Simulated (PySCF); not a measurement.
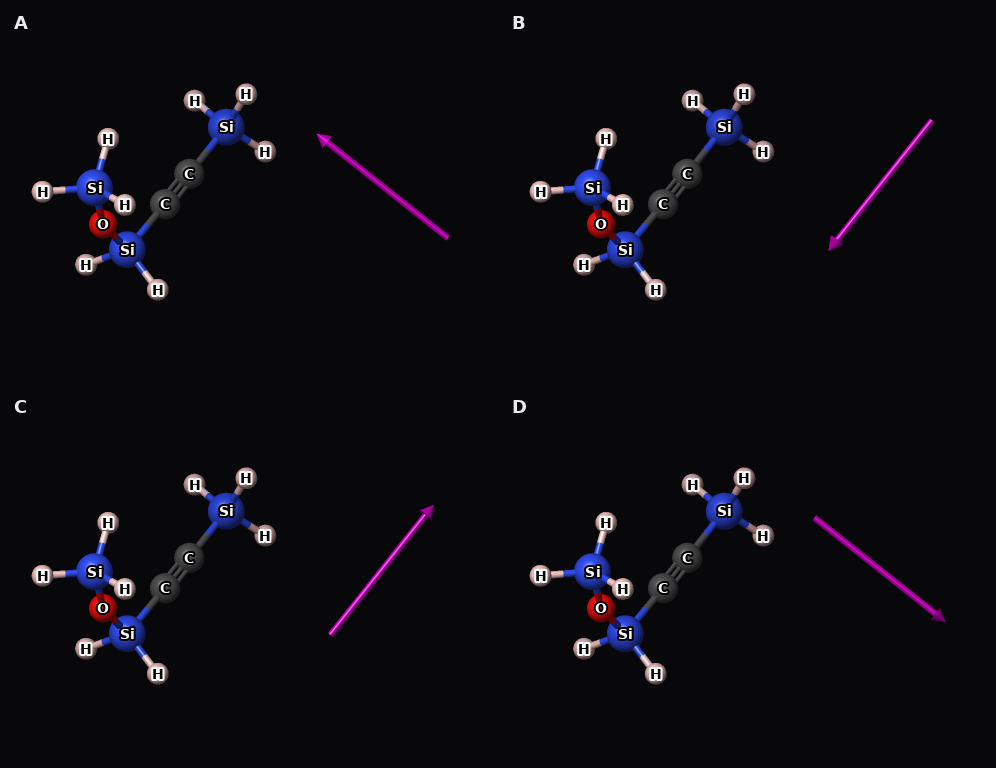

The same molecule four times, each with an arrow. The computed structure is the end point of a GFN2-xTB optimisation. No frequency run is at hand to confirm it as a minimum. Method: PBE0/pcSseg-1, gas phase (PySCF 2.14.0).

Which arrow points along the dipole moment, from the negative to the positive end?

Answer. C. The dipole moment is 0.67 D.

The geometry is semi-empirical. Around Si such bond lengths and angles can be off by a tenth of an ångström or more and by several degrees, and values that hang on the shape move with them.
